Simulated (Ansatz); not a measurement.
# SnH2 (triplet): correlated methods under varied settings at distance Sn1–H2 = 2.691 Å

Aim: run SnH2 (triplet) at one geometry under a spread of methods and options, and see what each costs and gives.

Computed with Ansatz 0.2.0, Gaussian basis. Level: the settings change from run to run.

19 further runs of the same task are left out: 16 that didn't finish, 3 set aside as unsound or not needed.

### 1 What is computed

The geometry derives from a PBE0/def2-TZVP stationary point (not a proven minimum). One bond is set to the value named and the two fragments are kept rigid. No spin-orbit coupling is included. Elements past krypton take def2 core potentials.

3 atoms, charge 0, spin multiplicity 3.

Atoms are counted from 1 here; the program's logs count them from 0.

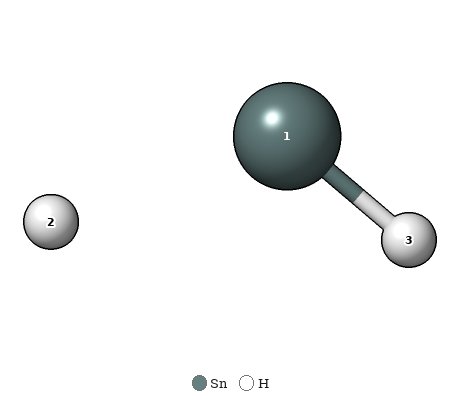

The geometry (tin teal, hydrogen white); atoms are numbered from 1 in the order of the file.

### 2 MP2 on ROHF/def2-SVP

in.yaml reads:

```yaml
crystal:
  periodic: [false, false, false]
  atoms:
    - {symbol: Sn, position_ang: [0.000000, -0.018486, 0.007045]}
    - {symbol: H, position_ang: [0.000000, 1.333806, -2.319495]}
    - {symbol: H, position_ang: [0.000000, 0.843358, 1.489798]}
basis:
  gaussian: {orbitals: def2-SVP}
magnetization: {spin_polarized: false, initial_magnetization: 2}
correlation: {method: mp2, electrons: all}
output: {forces: true}
```

Started as:

```console
$ ansatz run in.yaml --threads 1 --pin off --events-out ev --progress --plain --max-ram 2393MiB
```

Log:

```text
Functional definition: HF
  name "HF"
  cite "Fock, Z. Phys. 61, 126 (1930) doi:10.1007/BF01340294"
  parent pbe
  exchange = exact_x
  correlation = 0
444 factors; integrals over basis functions are off by at most 5.1e-4 eV
mean field evaluation 1: about -5832.7530 eV, gradient 5.9e0 eV
mean field evaluation 2: about -5832.7755 eV, gradient 5.9e0 eV
mean field evaluation 4: about -5833.4199 eV, gradient 1.8e0 eV
mean field evaluation 8: about -5833.8389 eV, gradient 7.4e-1 eV
mean field evaluation 16: about -5833.8644 eV, gradient 8.2e-4 eV
mean field evaluation 32: about -5833.3786 eV, gradient 4.9e-4 eV
mean field evaluation 64: about -5833.3786 eV, gradient 2.6e-6 eV
mean field evaluation 96: about -5833.3786 eV, gradient 4.9e-4 eV
mean field evaluation 128: about -5833.3786 eV, gradient 1.3e-6 eV
mean field -5833.86438339 eV, -214.3905617542 hartree, gradient 3.8e-6 eV, S^2 2.000000; 9 other end points of the search recorded, 0 dependent functions left out
mean field evaluation 160: about -5833.5210 eV, gradient 5.1e-1 eV
reference -5833.86438339 eV, -214.3905617542 hartree; 13, 11 occupied and 23, 25 virtual orbitals, 444 factors
second order -2.66850374 eV of doubles, -0.07294566 eV of singles
the calculation of the forces begins
Total energy: -5836.60583279 eV, -214.4913081615 hartree
Atom 0 at     0.000000    -0.018486     0.007045 Å, force    -0.000000    -0.315280    -0.698888 eV/Å
Atom 1 at     0.000000     1.333806    -2.319495 Å, force     0.000000    -0.058454     0.179058 eV/Å
Atom 2 at     0.000000     0.843358     1.489798 Å, force     0.000000     0.373734     0.519831 eV/Å
Dipole moment:    -0.000000    -0.013844    -0.011243 e Å
```

Wall time 2 s (1 thread of Intel Xeon Platinum 8259CL at 2.50GHz, shared host).

### 3 NEVPT2(6,4)/def2-SVP

Changes to in.yaml since step 2:

```diff
@@ -9,3 +9,2 @@
 magnetization: {spin_polarized: false, initial_magnetization: 2}
-correlation: {method: mp2, electrons: all}
-output: {forces: true}
+correlation: {method: sc_nevpt2, electrons: valence, active_space: {window: {electrons: 6, orbitals: 4}}}
```

Same command.

Log (excerpt; [...] marks lines left out):

```text
Functional definition: HF
  name "HF"
  cite "Fock, Z. Phys. 61, 126 (1930) doi:10.1007/BF01340294"
  parent pbe
[...]
444 factors; integrals over basis functions are off by at most 5.1e-4 eV
[...]
mean field -5833.86438339 eV, -214.3905617542 hartree, gradient 3.8e-6 eV, S^2 2.000000; 9 other end points of the search recorded, 0 dependent functions left out
reference -5833.86438339 eV, -214.3905617542 hartree; 13, 11 occupied and 23, 25 virtual orbitals, 444 factors
state -5833.86438339 eV, -214.3905617542 hartree
state -5833.86438339 eV, -214.3905617542 hartree; corrected -5835.90734027 eV, -214.4656390348 hartree
Total energy: -5835.90734027 eV, -214.4656390348 hartree
```

It took 1.9 s on 1 thread of Intel Xeon Platinum 8259CL at 2.50GHz, shared host.

From the report: 6 determinants; active occupations 2.00, 2.00, 1.00, 1.00.

### 4 MP2 on UHF/def2-SVP

in.yaml reads:

```yaml
crystal:
  periodic: [false, false, false]
  atoms:
    - {symbol: Sn, position_ang: [0.000000, -0.018486, 0.007045]}
    - {symbol: H, position_ang: [0.000000, 1.333806, -2.319495]}
    - {symbol: H, position_ang: [0.000000, 0.843358, 1.489798]}
basis:
  gaussian: {orbitals: def2-SVP}
magnetization: {spin_polarized: true, initial_magnetization: 2}
correlation: {method: mp2, electrons: outside_noble_gas}
scf: {lower_state_search: light}
output: {forces: true}
```

Same command.

Log (excerpt; [...] marks lines left out):

```text
Functional definition: HF
  name "HF"
  cite "Fock, Z. Phys. 61, 126 (1930) doi:10.1007/BF01340294"
  parent pbe
[...]
444 factors; integrals over basis functions are off by at most 5.1e-4 eV
[...]
mean field -5834.06037809 eV, -214.3977644266 hartree, gradient 2.6e-6 eV, S^2 2.124957; 6 other end points of the search recorded, 0 dependent functions left out
9 core orbitals not correlated: weight in the atoms' cores, before any rotation towards them, 0.999 or more for the frozen orbitals, at most 0.001 for the correlated occupied ones
reference -5834.06037809 eV, -214.3977644266 hartree; 4, 2 occupied and 23, 25 virtual orbitals, 444 factors
second order -1.44716908 eV of doubles, -0.00000000 eV of singles
[...]
Total energy: -5835.50754717 eV, -214.4509469093 hartree
Atom 0 at     0.000000    -0.018486     0.007045 Å, force    -0.000000    -0.267531    -0.986814 eV/Å
Atom 1 at     0.000000     1.333806    -2.319495 Å, force     0.000000    -0.163744     0.346526 eV/Å
Atom 2 at     0.000000     0.843358     1.489798 Å, force     0.000000     0.431275     0.640288 eV/Å
Dipole moment:    -0.000000    -0.033518     0.012941 e Å
```

Run time: 1.3 s. Hardware: 1 thread of Intel Xeon Platinum 8259CL at 2.50GHz, shared host.

From the report: ⟨S²⟩ of the determinant 2.125 (pure triplet: 2.00).

### 5 CCSD(T) on UHF/def2-SVP

Changes to in.yaml since step 4:

```diff
@@ -9,4 +9,3 @@
 magnetization: {spin_polarized: true, initial_magnetization: 2}
-correlation: {method: mp2, electrons: outside_noble_gas}
-scf: {lower_state_search: light}
-output: {forces: true}
+correlation: {method: ccsd_t, electrons: outside_noble_gas}
+scf: {lower_state_search: off}
```

The command is unchanged.

Log (excerpt; [...] marks lines left out):

```text
Functional definition: HF
  name "HF"
  cite "Fock, Z. Phys. 61, 126 (1930) doi:10.1007/BF01340294"
  parent pbe
[...]
444 factors; integrals over basis functions are off by at most 5.1e-4 eV
[...]
mean field -5834.06037809 eV, -214.3977644266 hartree, gradient 2.6e-6 eV, S^2 2.124957; 0 other end points of the search recorded, 0 dependent functions left out
9 core orbitals not correlated: weight in the atoms' cores, before any rotation towards them, 0.999 or more for the frozen orbitals, at most 0.001 for the correlated occupied ones
reference -5834.06037809 eV, -214.3977644266 hartree; 4, 2 occupied and 23, 25 virtual orbitals, 444 factors
second order -1.44716908 eV of doubles, -0.00000000 eV of singles
cycle   1  -1.79935496 eV  change   -3.5e-1 eV  update   6.0e-2
[...]
cycle  15  -2.06568039 eV  change   -5.5e-6 eV  update   5.1e-6
perturbative correction -0.04921213 eV, -0.0018085125 hartree
Total energy: -5836.17527061 eV, -214.4754852932 hartree
Checks for a lower state left out: stability, starts, cluster_reference, orbital_swaps, neighbouring_geometries, increment
```

Run time: 0.87 s. Hardware: 1 thread of Intel Xeon Platinum 8259CL at 2.50GHz, shared host.

From the report: ⟨S²⟩ of the determinant 2.125 (pure triplet: 2.00); correlation -2.1149 eV; T1 0.036; largest double amplitude 0.11.

### 6 NEVPT4(SD)(6,6)/def2-SVP

in.yaml reads:

```yaml
crystal:
  periodic: [false, false, false]
  atoms:
    - {symbol: Sn, position_ang: [0.000000, -0.018486, 0.007045]}
    - {symbol: H, position_ang: [0.000000, 1.333806, -2.319495]}
    - {symbol: H, position_ang: [0.000000, 0.843358, 1.489798]}
basis:
  gaussian: {orbitals: def2-SVP, point_charges: [{charge: 1.00, position_ang: [4.692, -0.335, -0.897]}]}
magnetization: {spin_polarized: false, initial_magnetization: 2}
hamiltonian: {pseudopotentials: {relativity: none}}
correlation: {method: fic_nevpt4_sd, electrons: outside_noble_gas, active_space: {window: {electrons: 6, orbitals: 6}, states: [{multiplicity: 3, weights: [1, 0.5, 0.5]}, {multiplicity: 5, weights: [1]}], root: 0}}
accuracy: high
scf: {lower_state_search: full}
```

The command is unchanged.

Log (excerpt; [...] marks lines left out):

```text
Functional definition: HF
  name "HF"
  cite "Fock, Z. Phys. 61, 126 (1930) doi:10.1007/BF01340294"
  parent pbe
[...]
801 factors; integrals over basis functions are off by at most 2.9e-9 eV
[...]
mean field -5834.03338838 eV, -214.3967725730 hartree, gradient 2.7e-8 eV, S^2 2.000000; 11 other end points of the search recorded, 0 dependent functions left out
reference -5834.03338838 eV, -214.3967725730 hartree; 13, 11 occupied and 23, 25 virtual orbitals, 801 factors
state -5834.86402272 eV, -214.4272978219 hartree
state -5833.91178870 eV, -214.3923038671 hartree
state -5833.57592737 eV, -214.3799611911 hartree
state -5834.86402272 eV, -214.4272978219 hartree; corrected -5836.30004694 eV, -214.4800707389 hartree
state -5833.91178870 eV, -214.3923038671 hartree; corrected -5835.42975662 eV, -214.4480881594 hartree
state -5833.57592737 eV, -214.3799611911 hartree; corrected -5834.84324447 eV, -214.4265342355 hartree
state -5832.69656515 eV, -214.3476452254 hartree
state -5832.69656515 eV, -214.3476452254 hartree; corrected -5833.84634193 eV, -214.3898987427 hartree
Total energy: -5836.30004694 eV, -214.4800707389 hartree
```

Run time: 3.5 s. Hardware: 1 thread of Intel Xeon Platinum 8259CL at 2.50GHz, shared host.

From the report: 400 determinants; active occupations (of the averaged states) 1.97, 1.48, 1.04, 0.84, 0.63, 0.03.

### 7 BCCD(T)/def2-SVP

in.yaml reads:

```yaml
crystal:
  periodic: [false, false, false]
  atoms:
    - {symbol: Sn, position_ang: [0.000000, -0.018486, 0.007045]}
    - {symbol: H, position_ang: [0.000000, 1.333806, -2.319495]}
    - {symbol: H, position_ang: [0.000000, 0.843358, 1.489798]}
basis:
  gaussian: {orbitals: def2-SVP}
magnetization: {spin_polarized: false, initial_magnetization: 2}
hamiltonian: {xc: {name: PBE}}
correlation: {method: bccd_t, electrons: valence}
```

The command is unchanged.

Log (excerpt; [...] marks lines left out):

```text
Functional definition: PBE
  name "PBE"
  cite "Perdew, Burke & Ernzerhof, Phys. Rev. Lett. 77, 3865 (1996) doi:10.1103/PhysRevLett.77.3865"
  parent pbe
[...]
444 factors; integrals over basis functions are off by at most 5.1e-4 eV
[...]
mean field -5859.81177961 eV, -215.3441109775 hartree, gradient 6.4e-6 eV, S^2 2.000000; 11 other end points of the search recorded, 0 dependent functions left out
[...]
4 core orbitals not correlated: weight in the atoms' cores, before any rotation towards them, 1.000 or more for the frozen orbitals, at most 0.000 for the correlated occupied ones
reference -5833.12331963 eV, -214.3633281633 hartree; 9, 7 occupied and 23, 25 virtual orbitals, 444 factors
second order -2.59399698 eV of doubles, -0.52594118 eV of singles
cycle   1  -3.46664878 eV  change   -3.4e-1 eV  update   6.7e-2
[...]
cycle  15  -3.65237603 eV  change   -1.9e-5 eV  update   8.5e-6
perturbative correction -0.08762066 eV, -0.0032199999 hartree
Total energy: -5836.86331631 eV, -214.5007705065 hartree
```

Run time: 6.5 s. Hardware: 1 thread of Intel Xeon Platinum 8259CL at 2.50GHz, shared host.

From the report: correlation -3.7400 eV; largest double amplitude 0.10.

### 8 CCSDT(Q)/B on UHF/def2-SVP

in.yaml reads:

```yaml
crystal:
  periodic: [false, false, false]
  atoms:
    - {symbol: Sn, position_ang: [0.000000, -0.018486, 0.007045]}
    - {symbol: H, position_ang: [0.000000, 1.333806, -2.319495]}
    - {symbol: H, position_ang: [0.000000, 0.843358, 1.489798]}
basis:
  gaussian: {orbitals: def2-SVP}
magnetization: {spin_polarized: true, initial_magnetization: 2}
correlation: {method: ccsdt_q_b, electrons: outside_noble_gas}
accuracy: high
scf: {lower_state_search: full}
```

Same command.

Log (excerpt; [...] marks lines left out):

```text
Functional definition: HF
  name "HF"
  cite "Fock, Z. Phys. 61, 126 (1930) doi:10.1007/BF01340294"
  parent pbe
[...]
801 factors; integrals over basis functions are off by at most 2.9e-9 eV
[...]
mean field -5834.06043067 eV, -214.3977663589 hartree, gradient 3.9e-8 eV, S^2 2.124957; 17 other end points of the search recorded, 0 dependent functions left out
determinant -5834.06043067 eV, -214.3977663589 hartree, with singles and doubles -5836.10684327 eV, -214.4729706348 hartree
determinant -5833.47015991 eV, -214.3760743087 hartree, with singles and doubles -5835.51867559 eV, -214.4513558713 hartree
determinant -5833.17374240 eV, -214.3651811661 hartree, with singles and doubles -5835.39926606 eV, -214.4469676522 hartree
determinant -5832.87382771 eV, -214.3541595043 hartree, with singles and doubles -5835.97350398 eV, -214.4680705065 hartree
[...]
determinant -5831.10348895 eV, -214.2891007550 hartree, with singles and doubles -5832.92813437 eV, -214.3561552374 hartree
determinant -5834.06043067 eV, -214.3977663589 hartree, with singles and doubles -5836.12610951 eV, -214.4736786560 hartree
determinant -5832.87382771 eV, -214.3541595043 hartree, with singles and doubles -5836.01442646 eV, -214.4695743796 hartree
9 core orbitals not correlated: weight in the atoms' cores, before any rotation towards them, 0.999 or more for the frozen orbitals, at most 0.001 for the correlated occupied ones
reference -5834.06043067 eV, -214.3977663589 hartree; 4, 2 occupied and 23, 25 virtual orbitals, 801 factors
second order -1.44717573 eV of doubles, -0.00000000 eV of singles
cycle   1  -1.79935702 eV  change   -3.5e-1 eV  update   6.2e-2
[...]
cycle  35  -2.14361807 eV  change  -2.9e-10 eV  update  5.4e-10
perturbative correction -0.00190953 eV, -0.0000701738 hartree
Total energy: -5836.20595826 eV, -214.4766130436 hartree
```

Wall time 13 s (1 thread of Intel Xeon Platinum 8259CL at 2.50GHz, shared host).

From the report: ⟨S²⟩ of the determinant 2.125 (pure triplet: 2.00); correlation -2.1455 eV; T1 0.043; largest double amplitude 0.15.

### 9 NEVPT4(SD)(2,6)/def2-SVP

in.yaml reads:

```yaml
crystal:
  periodic: [false, false, false]
  atoms:
    - {symbol: Sn, position_ang: [0.000000, -0.018486, 0.007045]}
    - {symbol: H, position_ang: [0.000000, 1.333806, -2.319495]}
    - {symbol: H, position_ang: [0.000000, 0.843358, 1.489798]}
basis:
  gaussian: {orbitals: def2-SVP}
magnetization: {spin_polarized: false, initial_magnetization: 2}
correlation: {method: fic_nevpt4_sd, electrons: outside_noble_gas, active_space: {window: {electrons: 2, orbitals: 6}, states: [{multiplicity: 3, weights: [1, 1, 0.5]}]}}
```

The command is unchanged.

Log (excerpt; [...] marks lines left out):

```text
Functional definition: HF
  name "HF"
  cite "Fock, Z. Phys. 61, 126 (1930) doi:10.1007/BF01340294"
  parent pbe
[...]
760 factors; integrals over basis functions are off by at most 1.4e-7 eV
[...]
mean field -5833.86443825 eV, -214.3905637702 hartree, gradient 6.6e-6 eV, S^2 2.000000; 9 other end points of the search recorded, 0 dependent functions left out
reference -5833.86443825 eV, -214.3905637702 hartree; 13, 11 occupied and 23, 25 virtual orbitals, 760 factors
state -5833.85574516 eV, -214.3902443052 hartree
state -5833.37502025 eV, -214.3725779905 hartree
state -5828.97679746 eV, -214.2109462844 hartree
state -5833.85574516 eV, -214.3902443052 hartree; corrected -5836.00344523 eV, -214.4691708269 hartree
state -5833.37502025 eV, -214.3725779905 hartree; corrected -5835.48325534 eV, -214.4500542012 hartree
state -5828.97679746 eV, -214.2109462844 hartree; corrected -5831.32488111 eV, -214.2972367666 hartree
Total energy: -5834.85965645 eV, -214.4271373646 hartree
```

Run time: 6 s. Hardware: 1 thread of Intel Xeon Platinum 8259CL at 2.50GHz, shared host.

From the report: 10 determinants; active occupations (of the averaged states) 1.00, 0.40, 0.40, 0.20, 0.00, 0.00.

### 10 CCSD on ROHF/def2-SVP

Changes to in.yaml since step 9:

```diff
@@ -9,2 +9,3 @@
 magnetization: {spin_polarized: false, initial_magnetization: 2}
-correlation: {method: fic_nevpt4_sd, electrons: outside_noble_gas, active_space: {window: {electrons: 2, orbitals: 6}, states: [{multiplicity: 3, weights: [1, 1, 0.5]}]}}
+correlation: {method: ccsd, electrons: all}
+output: {forces: true}
```

Launched as before.

Log (excerpt; [...] marks lines left out):

```text
Functional definition: HF
  name "HF"
  cite "Fock, Z. Phys. 61, 126 (1930) doi:10.1007/BF01340294"
  parent pbe
[...]
444 factors; integrals over basis functions are off by at most 5.1e-4 eV
[...]
mean field -5833.86438339 eV, -214.3905617542 hartree, gradient 3.8e-6 eV, S^2 2.000000; 10 other end points of the search recorded, 0 dependent functions left out
[...]
determinant -5833.86438339 eV, -214.3905617542 hartree, with singles and doubles -5837.19832445 eV, -214.5130818286 hartree
determinant -5833.37857423 eV, -214.3727085969 hartree, with singles and doubles -5836.62006174 eV, -214.4918310658 hartree
determinant -5830.79138638 eV, -214.2776311971 hartree, with singles and doubles -5835.41742051 eV, -214.4476348156 hartree
reference -5833.86438339 eV, -214.3905617542 hartree; 13, 11 occupied and 23, 25 virtual orbitals, 444 factors
second order -2.66850374 eV of doubles, -0.07294566 eV of singles
cycle   1  -3.34020465 eV  change   -2.9e-1 eV  update   1.5e-2
[...]
cycle  17  -3.36766599 eV  change   -1.4e-8 eV  update   1.7e-7
[...]
Total energy: -5837.23204938 eV, -214.5143211966 hartree
Atom 0 at     0.000000    -0.018486     0.007045 Å, force     0.000000    -0.028801    -1.126068 eV/Å
Atom 1 at     0.000000     1.333806    -2.319495 Å, force     0.000000    -0.321547     0.605724 eV/Å
Atom 2 at     0.000000     0.843358     1.489798 Å, force    -0.000000     0.350348     0.520344 eV/Å
Dipole moment:     0.000000    -0.056691     0.041179 e Å
```

Wall time 9 s (1 thread of Intel Xeon Platinum 8259CL at 2.50GHz, shared host).

From the report: correlation -3.3677 eV; T1 0.035; largest double amplitude 0.11.

### 11 The runs in one table

Where basis and cores are those of an earlier FCI/def2-SVP run (-5836.1969 eV), and the state is the same kind, the miss against it is given.

```csv
level,correlated,functions,energy (eV),from FCI (meV),time
MP2 on ROHF/def2-SVP,all,36,-5836.6058,,2 s
"NEVPT2(6,4)/def2-SVP",valence,36,-5835.9073,,1.9 s
MP2 on UHF/def2-SVP,outside noble gas,36,-5835.5075,689.3,1.3 s
CCSD(T) on UHF/def2-SVP,outside noble gas,36,-5836.1753,21.6,0.87 s
"NEVPT4(SD)(6,6)/def2-SVP (lowest root of an average, beside a point charge)",outside noble gas,36,-5836.3000,,3.5 s
BCCD(T)/def2-SVP (on PBE orbitals),valence,36,-5836.8633,,6.5 s
CCSDT(Q)/B on UHF/def2-SVP,outside noble gas,36,-5836.2060,-9.1,13 s
"NEVPT4(SD)(2,6)/def2-SVP (mean of several states)",outside noble gas,36,-5834.8597,,6 s
CCSD on ROHF/def2-SVP,all,36,-5837.2320,,9 s
```

### 12 What came out

| quantity | value |
| --- | --- |
| runs | 9 |
| quickest | CCSD(T) on UHF/def2-SVP, 0.87 s |
| slowest | CCSDT(Q)/B on UHF/def2-SVP, 13 s |

Total energies in different bases, with other cores or another treatment of relativity can't be set against each other. CCSDT(Q)/B on UHF/def2-SVP took 14 times as long as CCSD(T) on UHF/def2-SVP; the jobs differ in more than the method. Among the correlated runs with a miss given, it spans -9 to +689 meV.
